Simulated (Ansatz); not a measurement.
As$_{10}$Ga$_{10}$H$_{30}$

Input file:

```
crystal:
  periodic: [false, false, false]
  atoms:
    - {symbol: Ga, position_ang: [-2.205284, -2.207102, -0.593959]}
    - {symbol: Ga, position_ang: [-2.288323, 0.976523, -3.790855]}
    - {symbol: Ga, position_ang: [-2.205972, 0.590197, 2.201017]}
    - {symbol: Ga, position_ang: [-2.291844, 3.783303, -0.982658]}
    - {symbol: Ga, position_ang: [0.976860, -2.297333, -3.784891]}
    - {symbol: Ga, position_ang: [0.589584, -2.206731, 2.203381]}
    - {symbol: Ga, position_ang: [3.785163, -2.293088, -0.975884]}
    - {symbol: Ga, position_ang: [0.690296, 0.688090, -0.692513]}
    - {symbol: Ga, position_ang: [0.976480, 3.784845, 2.286874]}
    - {symbol: Ga, position_ang: [3.783876, 0.977374, 2.292757]}
    - {symbol: As, position_ang: [-3.372119, -0.735450, -2.237725]}
    - {symbol: As, position_ang: [-0.730842, -3.382817, -2.228725]}
    - {symbol: As, position_ang: [-0.736892, -0.738203, 0.733589]}
    - {symbol: As, position_ang: [-0.833249, 2.066730, -2.072019]}
    - {symbol: As, position_ang: [-3.377117, 2.226841, 0.725189]}
    - {symbol: As, position_ang: [-0.732917, 2.229749, 3.371736]}
    - {symbol: As, position_ang: [2.067817, -0.838827, -2.069422]}
    - {symbol: As, position_ang: [2.228461, -3.379336, 0.731059]}
    - {symbol: As, position_ang: [2.228614, -0.733585, 3.374785]}
    - {symbol: As, position_ang: [2.068479, 2.066341, 0.832606]}
    - {symbol: H, position_ang: [-3.160079, -3.156392, 0.227203]}
    - {symbol: H, position_ang: [-1.498033, 0.089411, -4.819951]}
    - {symbol: H, position_ang: [-3.443439, 1.994718, -4.138434]}
    - {symbol: H, position_ang: [-3.158496, -0.230044, 3.153369]}
    - {symbol: H, position_ang: [-3.444523, 4.132408, -2.003202]}
    - {symbol: H, position_ang: [-1.504590, 4.811767, -0.092197]}
    - {symbol: H, position_ang: [0.083984, -1.509642, -4.811129]}
    - {symbol: H, position_ang: [1.997722, -3.449111, -4.136145]}
    - {symbol: H, position_ang: [-0.232451, -3.157787, 3.155663]}
    - {symbol: H, position_ang: [4.139316, -3.445659, -1.994722]}
    - {symbol: H, position_ang: [4.809191, -1.502204, -0.083293]}
    - {symbol: H, position_ang: [0.086888, 4.812016, 1.496829]}
    - {symbol: H, position_ang: [1.995309, 4.135981, 3.440451]}
    - {symbol: H, position_ang: [4.814460, 0.088897, 1.505933]}
    - {symbol: H, position_ang: [4.129192, 1.997177, 3.447212]}
    - {symbol: H, position_ang: [-4.192460, -1.713317, -3.077126]}
    - {symbol: H, position_ang: [-4.554876, -0.136206, -1.482434]}
    - {symbol: H, position_ang: [-1.706654, -4.207425, -3.066258]}
    - {symbol: H, position_ang: [-0.131280, -4.561679, -1.467808]}
    - {symbol: H, position_ang: [0.140762, 2.900530, -2.904588]}
    - {symbol: H, position_ang: [-4.553521, 1.465540, 0.121116]}
    - {symbol: H, position_ang: [-4.206171, 3.062768, 1.698602]}
    - {symbol: H, position_ang: [-1.708699, 3.067442, 4.196215]}
    - {symbol: H, position_ang: [-0.131990, 1.471285, 4.551597]}
    - {symbol: H, position_ang: [2.901793, 0.132564, -2.904886]}
    - {symbol: H, position_ang: [1.469320, -4.558596, 0.129870]}
    - {symbol: H, position_ang: [3.065219, -4.203677, 1.707762]}
    - {symbol: H, position_ang: [3.065854, -1.710090, 4.198822]}
    - {symbol: H, position_ang: [1.469665, -0.133494, 4.554701]}
    - {symbol: H, position_ang: [2.903117, 2.899300, -0.140413]}
basis:
  gaussian: {orbitals: def2-TZVP, fitting: {mean_field: def2-universal-jkfit}, initial_orbitals: start.molden}
hamiltonian: {xc: pbe0, dispersion: d4}
scf: {omitted_lower_state_checks: [starts]}
output: {forces: true, orbitals: {seedname: orbitals}}
```

Launched as:

```sh
ansatz run in.yaml --threads 11 --pin off --events-out ev --progress --plain --max-ram 110592MiB --backend cuda --devices 0, --max-vram 75GiB
```

Geometry: PBE-D4/def2-SVP.

The calculation used RKS PBE0-D4/def2-TZVP (Ansatz).

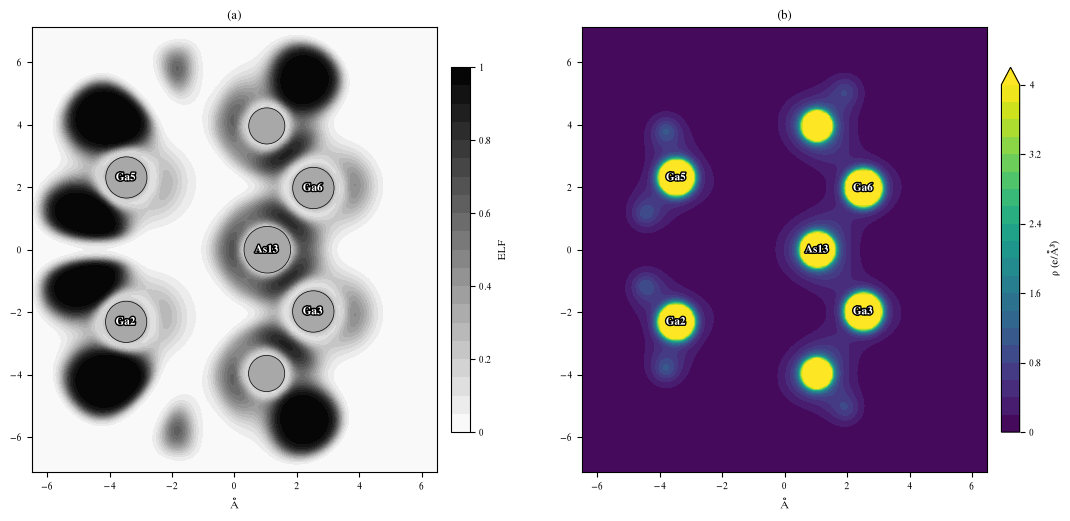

Figure 1. (a) ELF; (b) total electron density on the plane of atoms Ga3, As13 and Ga6. Grey discs cover the atomic cores in the ELF map.

Q: What does the map show?

A: Atoms in the plane: Ga and As.
Ga–As (2.46 Å): the density is about 0.5 e/Å³ at the midpoint; the ELF peaks at about 0.80 between the atoms; a covalent bond.

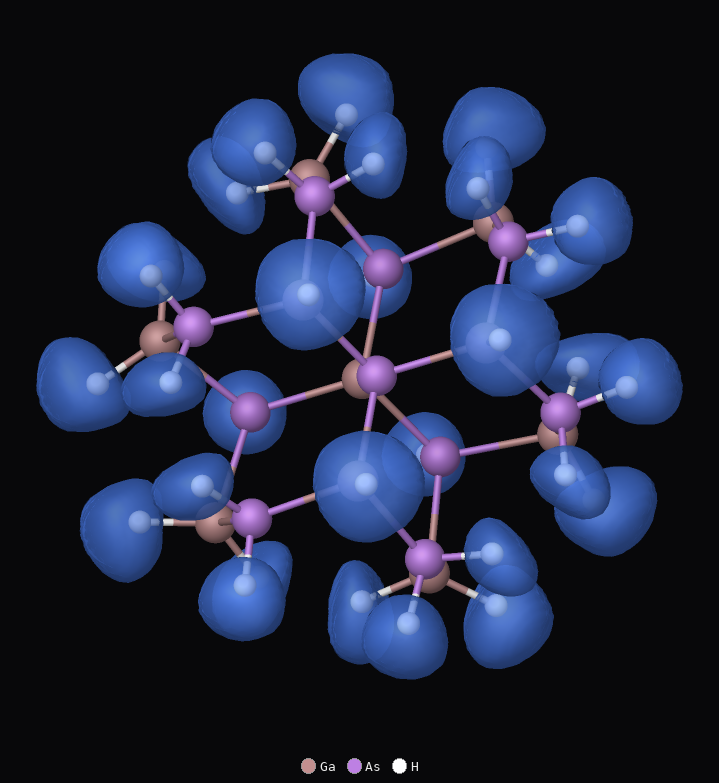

Figure 2. Isosurface of the electron localisation function at 0.9 (blue), seen across its widest extent. Only the valence region is drawn (cores and ρ < 0.01 e/Å³ removed).

Q: Describe the localisation domains.

A: The surface consists of 30 regions around hydrogen nuclei.


 As–H (1.53 Å): the ELF climbs to about 1 towards the hydrogen, as it does in any bond to H.

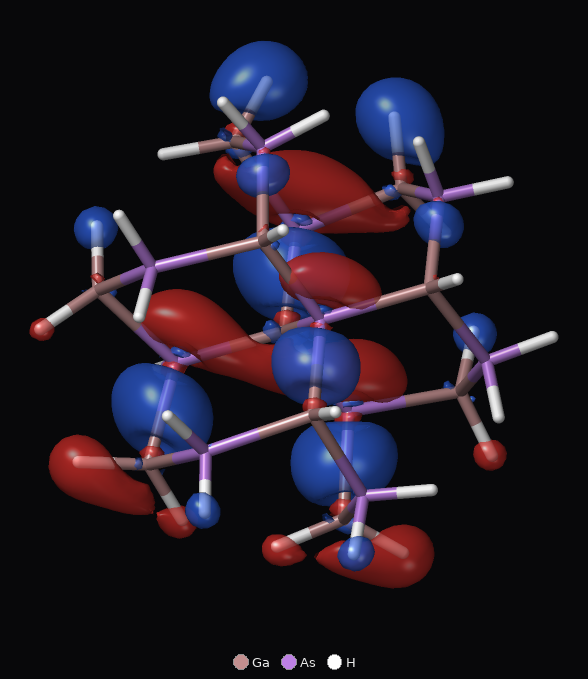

Figure 3. The HOMO at ±0.06 Å⁻³ᐟ² (blue and red are the two phases), seen at a tilt.

Q: What is the character of this orbital?

A: It lies mainly on As17 (about 15 %), As14 (about 15 %), As20 (about 15 %) and Ga8 (about 5 %). It is one of a degenerate set, so its orientation is arbitrary. Its energy is −7.01 eV.
